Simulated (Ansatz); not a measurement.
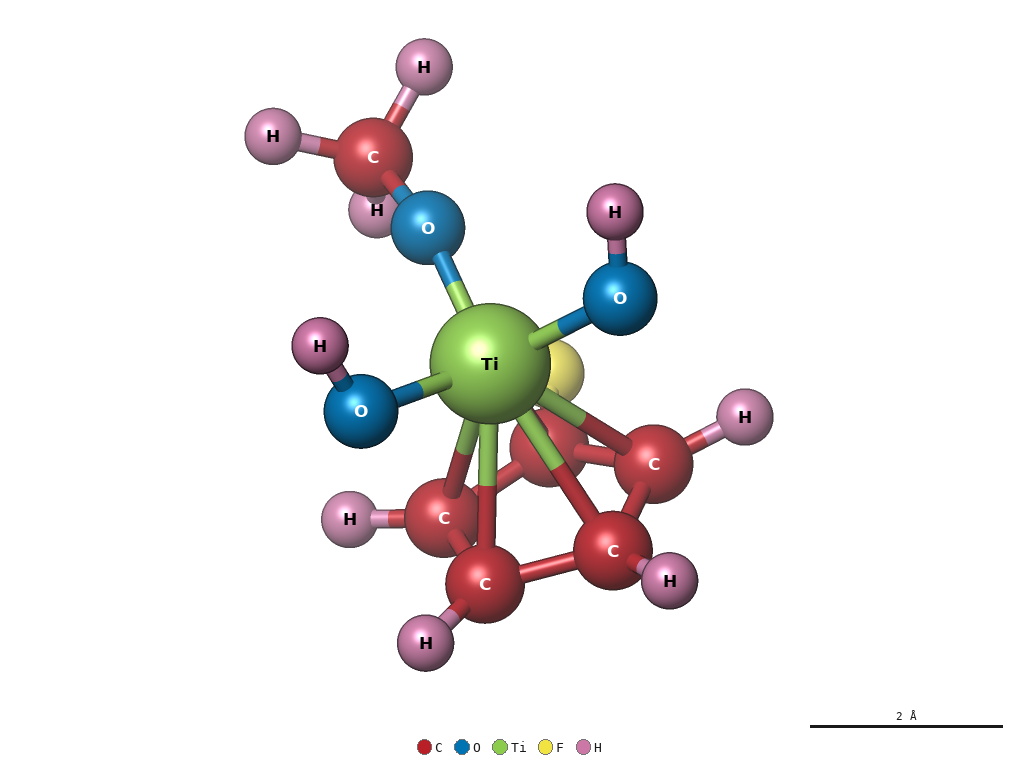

Atoms fade into the background with distance from the viewer. The species is neutral and a spin singlet. The geometry was computed by an optimisation with PBE0-D4/def2-TZVP. No frequency run is at hand to confirm it as a minimum. Masses are those of the most abundant isotopes; constants are for the rigid equilibrium geometry.

What kind of rotor is it, and what are its rotational constants in cm⁻¹?

An asymmetric top (C1): A = 0.0364, B = 0.0354, C = 0.0254 cm⁻¹. Ray's parameter κ is 0.83, nearer the oblate limit.
